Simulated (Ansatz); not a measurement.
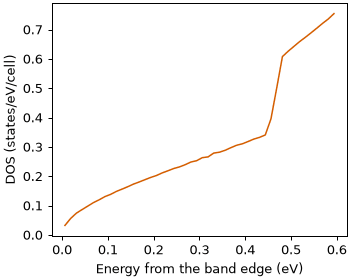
Fig. 1. Density of states of WS₂ (P6_3/mmc) below the valence band maximum, r2SCAN+D4 with spin-orbit coupling, rigid bands in Ansatz (an electronic-structure program); cell volume 109.3 Å³.

What effective density of states at 300 K does this give (∫ g(E) exp(−E/k_BT) dE, both spins, divided by the cell's size)?

1.4e19 cm⁻³, a density-of-states mass of 0.68 mₑ, valleys and band degeneracy included.

Geometry: cell and atoms relaxed with r2SCAN+D4.
